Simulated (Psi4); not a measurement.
# C2HF2Ge (SMILES C#[C][Ge]([F])[F]) at U-revPBE/6-31G(d) (spherical functions)

Aim: the vertical doublet–quartet gap of C2HF2Ge at U-revPBE/6-31G* (spherical functions), from 2 runs. 

Program for the calculation: Psi4 1.11.

## (1) The structure to begin with

C2HF2Ge: 6 atoms, total charge 0, spin state doublet. SMILES: `C#[C][Ge]([F])[F]`. Geometry: relaxed at PBE0-D4/def2-TZVP.

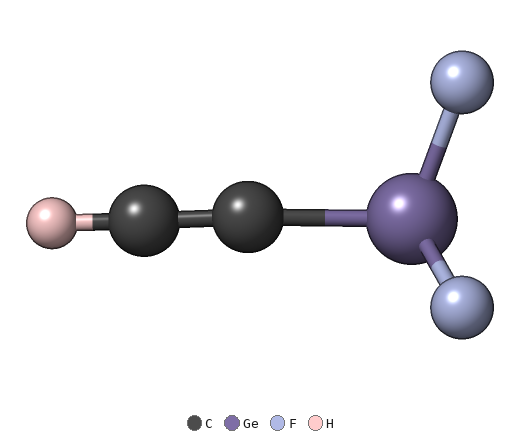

The structure, seen from a chosen angle (carbon dark grey, germanium purple, fluorine light blue, hydrogen pink).

## (2) Energy and forces at U-revPBE/6-31G(d) (spherical functions)

File input.in:

```
memory 2200 mb

molecule mol {
  0 2
  C     -0.35923694     0.97963402     3.19911736
  C     -0.24831001     0.38588207     1.00212176
  Ge    -0.54726469    -0.26399474    -2.50029664
  F     -0.52269825    -3.49712717    -2.95761036
  F      2.15976799     0.80143285    -3.98392062
  H     -0.40288961     1.47341946     5.15328314
  units bohr
  symmetry c1
  no_reorient
  no_com
}

set globals {
  basis                6-31G*
  reference            uks
  puream               true
  e_convergence        1e-09
  d_convergence        1e-08
  scf_type             pk
  dft_radial_points    99
  dft_spherical_points 590
  maxiter              100
}

energy_value, wavefunction = gradient("revpbe", return_wfn=True)
print_variables()
```

On the command line:

```console
$ psi4 -i input.in -o input.out -n 1
```

input.out:

```text
[...]
  Running in c1 symmetry.
[...]
  Nuclear repulsion =  338.439494839305610
[...]
  Multiplicity = 2
[...]
  Nalpha       = 32
  Nbeta        = 31
[...]
    Number of basis functions: 90
[...]
   @UKS iter   1: -2351.38739736586922   -1.96101e+00   3.18192e-02 ADIIS/DIIS
[...]
   @UKS iter  17: -2352.91964871936352    1.36424e-12   1.86245e-09 DIIS
[...]
   @S^2 Observed:                7.514916388E-01
[...]
    Orbital Energies [Eh]
    ---------------------
    Alpha Occupied:
       1A   -397.125124     2A    -49.241653     3A    -43.850762
       4A    -43.849844     5A    -43.849516     6A    -24.270502
       7A    -24.270475     8A     -9.937449     9A     -9.926166
      10A     -6.051659    11A     -4.264902    12A     -4.264293
      13A     -4.262130    14A     -1.168407    15A     -1.158882
      16A     -1.148819    17A     -1.147499    18A     -1.147087
      19A     -1.058589    20A     -1.034198    21A     -0.699625
      22A     -0.546658    23A     -0.493313    24A     -0.410574
      25A     -0.404607    26A     -0.367438    27A     -0.339502
      28A     -0.338773    29A     -0.330913    30A     -0.281454
      31A     -0.276608    32A     -0.219404
[...]
  @UKS Final Energy: -2352.91964871936352
   => Energetics <=
    Nuclear Repulsion Energy =            338.4394948393056097
    One-Electron Energy =               -3949.1805556198205522
    Two-Electron Energy =                1368.7474380302844565
    DFT Exchange-Correlation Energy =    -110.9260259691333914
    Empirical Dispersion Energy =           0.0000000000000000
    VV10 Nonlocal Energy =                  0.0000000000000000
    Total Energy =                      -2352.9196487193635221
  UHF NO Occupations:
  HONO-2 :   30  A 1.9998969
  HONO-1 :   31  A 1.9995595
[...]
 Multipole Moments:
 ------------------------------------------------------------------------------------
     Multipole            Electronic (a.u.)      Nuclear  (a.u.)        Total (a.u.)
 ------------------------------------------------------------------------------------
 L = 1.  Multiply by 2.5417464519 to convert [e a0] to [Debye]
 Dipole X            :          6.3101243           -6.8270137           -0.5168895
 Dipole Y            :         23.5499654          -23.0425646            0.5074009
 Dipole Z            :        112.8977398         -112.1225534            0.7751864
 Magnitude           :                                                    1.0609167
[...]
  -Total Gradient:
     Atom            X                  Y                   Z
    ------   -----------------  -----------------  -----------------
       1        0.002581957267    -0.010601650711    -0.037657414179
       2       -0.003058241260     0.010540181342     0.036138062808
       3        0.017886382301    -0.012130749246    -0.003782313411
       4        0.000416555814     0.021236319600     0.002762738650
       5       -0.017506719258    -0.007553282832     0.009614270402
       6       -0.000145365361    -0.001607775007    -0.007110560285
[...]
```

Wall time 41 s (1 thread of Intel Xeon Platinum 8259CL at 2.50GHz (Skylake/Cascade Lake), shared host); peak memory 0.96 GiB.

## (3) The quartet: a single-point energy at U-revPBE/6-31G(d) (spherical functions)

File calc.py:

```python
import psi4

psi4.set_memory(2200000000)
psi4.set_num_threads(1)
psi4.core.set_output_file('psi4.out', False)

m = psi4.geometry("""
0 4
C     -0.190100     0.518400     1.692900
C     -0.131400     0.204200     0.530300
Ge    -0.289600    -0.139700    -1.323100
F     -0.276600    -1.850600    -1.565100
F      1.142900     0.424100    -2.108200
H     -0.213200     0.779700     2.727000
units angstrom
symmetry c1
""")

psi4.set_options({
    'basis': '6-31G*',
    'reference': 'uks',
    'puream': True,
    'e_convergence': 1e-09,
    'd_convergence': 1e-08,
    'scf_type': 'pk',
    'dft_radial_points': 99,
    'dft_spherical_points': 590,
    'maxiter': 100,
})

e, wfn = psi4.energy("REVPBE", molecule=m, return_wfn=True)
psi4.oeprop(wfn, "MAYER_INDICES", "DIPOLE", "WIBERG_LOWDIN_INDICES", title="REVPBE")
print('E =', round(e, 9))
```

On the command line:

```console
$ python calc.py
```

psi4.out:

```text
[...]
  Running in c1 symmetry.
[...]
  Nuclear repulsion =  338.439495053189944
[...]
  Multiplicity = 4
[...]
  Nalpha       = 33
  Nbeta        = 30
[...]
    Number of basis functions: 90
[...]
   @UKS iter   1: -2350.74757472147303   -1.32119e+00   3.30393e-02 ADIIS/DIIS
[...]
   @UKS iter  20: -2352.73099724951589   -4.54747e-12   3.86351e-09 DIIS
[...]
   @S^2 Observed:                3.756061478E+00
[...]
    Orbital Energies [Eh]
    ---------------------
    Alpha Occupied:
       1A   -397.108296     2A    -49.224871     3A    -43.834274
       4A    -43.832800     5A    -43.832618     6A    -24.259568
       7A    -24.259545     8A     -9.968025     9A     -9.961324
      10A     -6.035577    11A     -4.249647    12A     -4.246822
      13A     -4.246630    14A     -1.152718    15A     -1.143506
      16A     -1.133831    17A     -1.131369    18A     -1.131164
      19A     -1.048142    20A     -1.023408    21A     -0.762309
      22A     -0.555528    23A     -0.505394    24A     -0.413660
      25A     -0.397313    26A     -0.359557    27A     -0.354319
      28A     -0.333762    29A     -0.327752    30A     -0.320252
      31A     -0.315207    32A     -0.217279    33A     -0.099208
[...]
  @UKS Final Energy: -2352.73099724951589
   => Energetics <=
    Nuclear Repulsion Energy =            338.4394950531899440
    One-Electron Energy =               -3949.2773292303927519
    Two-Electron Energy =                1369.0757538153247879
    DFT Exchange-Correlation Energy =    -110.9689168876377607
    Empirical Dispersion Energy =           0.0000000000000000
    VV10 Nonlocal Energy =                  0.0000000000000000
    Total Energy =                      -2352.7309972495158945
  UHF NO Occupations:
  HONO-2 :   31  A 1.0000000
  HONO-1 :   32  A 1.0000000
[...]
 Multipole Moments:
 ------------------------------------------------------------------------------------
     Multipole            Electronic (a.u.)      Nuclear  (a.u.)        Total (a.u.)
 ------------------------------------------------------------------------------------
 L = 1.  Multiply by 2.5417464519 to convert [e a0] to [Debye]
 Dipole X            :         -1.4915781            1.0174442           -0.4741339
 Dipole Y            :         -0.7127708            1.2773611            0.5645902
 Dipole Z            :         -6.8815281            8.0078096            1.1262814
 Magnitude           :                                                    1.3461333
[...]
```

Standard output:

```text
E = -2352.73099725
```

Run time: 33 s. Hardware: 1 thread of Intel Xeon Platinum 8259CL at 2.50GHz (Skylake/Cascade Lake), shared host; peak memory 0.96 GiB.

## (4) Results

At U-revPBE/6-31G* (spherical functions):

```
                                        quantity           value
                           doublet: total energy  -2352.91965 Eh
                          doublet: dipole moment          2.70 D
     doublet: HOMO energy (highest over α and β)        -5.97 eV
      doublet: LUMO energy (lowest over α and β)        -4.59 eV
                                   doublet: ⟨S²⟩           0.751
               doublet: largest force on an atom      2.016 eV/Å
                           quartet: total energy  -2352.73100 Eh
                          quartet: dipole moment          3.42 D
     quartet: HOMO energy (highest over α and β)        -2.70 eV
                                   quartet: ⟨S²⟩           3.756
vertical energy of the quartet above the doublet        5.133 eV
```

What this shows: At this shape the quartet lies 5.13 eV (495 kJ/mol) above the doublet. The largest force (doublet) is 2.02 eV/Å: the shape isn't a stationary point for this species at this level. With no_com the log's rotational constants are taken about the origin, not the centre of mass, so they aren't the molecule's.
